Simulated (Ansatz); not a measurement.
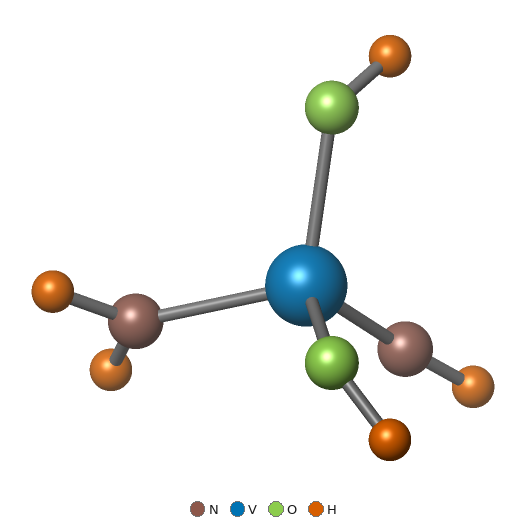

The picture shows a molecular structure as a ball-and-stick model. Every bond is drawn as one stick, whatever its order.

The species is neutral and a spin singlet.

**Give the formula.**

H5N2O2V, 10 atoms: 5 hydrogen, 2 nitrogen, 2 oxygen and 1 vanadium.

**Give the symmetry (Schoenflies symbol).**

Cs.

The parts below concern this one geometry. Atoms keep their numbers from picture to picture. The geometry was computed by an optimisation with PBE0-D4/def2-TZVP.

Shape

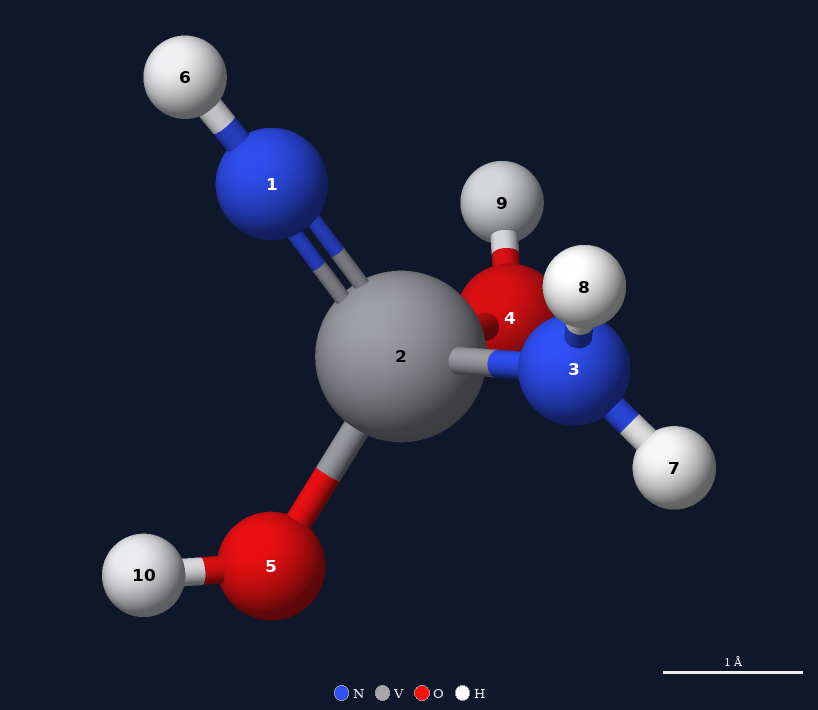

Atoms carry their numbers in the input.

**What is the geometry at V2?**

V2 has 4 neighbours (N1 at 1.61, N3 at 1.83, O4 at 1.78, O5 at 1.78 Å); the arrangement is tetrahedral.

**What is the geometry at N1?**

N1 has 2 neighbours (V2 at 1.61, H6 at 1.01 Å); the arrangement is linear.

**What is the geometry at N3?**

N3 has 3 neighbours (V2 at 1.83, H7 at 1.01, H8 at 1.01 Å); the arrangement is trigonal planar.

**Describe the coordination of atom 4.**

O4 has 2 neighbours (V2 at 1.78, H9 at 0.96 Å); the arrangement is bent.

Levels of theory compared

Program: Ansatz 0.2.0.

Tabulate dipole (D), HOMO energy (eV) at these levels: B3LYP-D4/def2-TZVPP; PBE-D4/def2-TZVPP; r2SCAN-D4/def2-TZVPP; ωB97M-V/def2-TZVPP.

| level | dipole (D) | HOMO energy (eV) |
| --- | --- | --- |
| B3LYP-D4/def2-TZVPP | 2.44 | −7.10 |
| PBE-D4/def2-TZVPP | 2.23 | −5.92 |
| r2SCAN-D4/def2-TZVPP | 2.30 | −6.23 |
| ωB97M-V/def2-TZVPP | 2.56 | −9.64 |

Vibrations

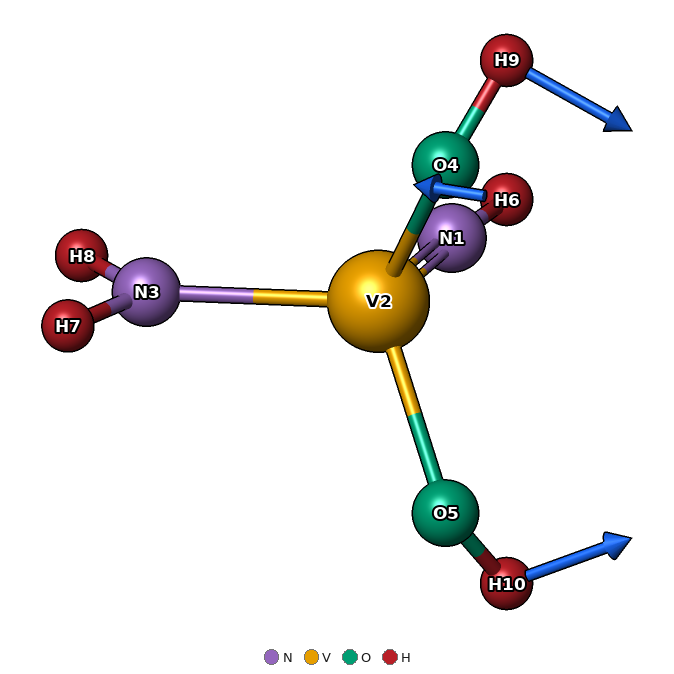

The arrows show one normal mode. Harmonic vibrations computed with RKS PBE0-D4/def2-TZVP (Ansatz 0.2.0) at a stationary point of the same level.

**Estimate its harmonic wavenumber.**

337 cm⁻¹; it is mode 7 of 24 counted from the lowest.

Charges

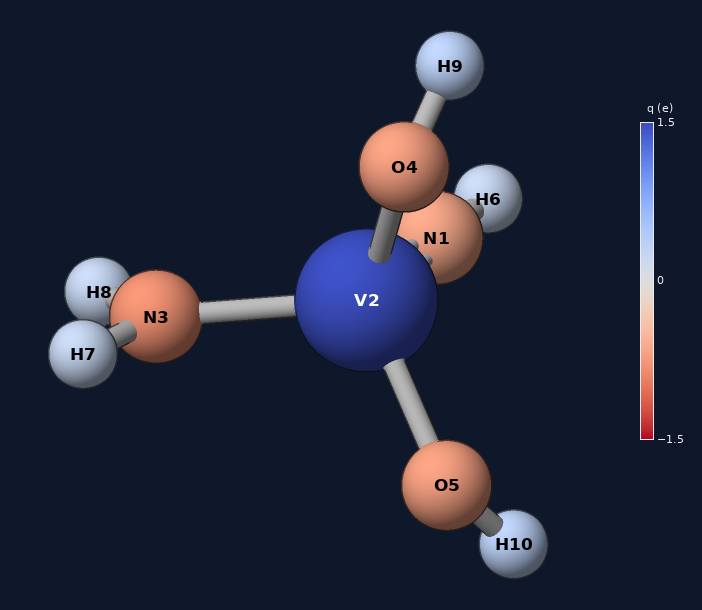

Atoms are coloured by their Mulliken charges. Properties computed with RKS PBE0-D4/def2-TZVP (Ansatz 0.2.0).

Give the Mulliken charges atom by atom.

```csv
atom,value (e)
N1,−0.64
V2,1.47
N3,−0.79
O4,−0.70
O5,−0.70
H6,0.23
H7,0.24
H8,0.24
H9,0.33
H10,0.33
```

Mulliken values depend strongly on the basis set and can even reverse the polarity of a bond.
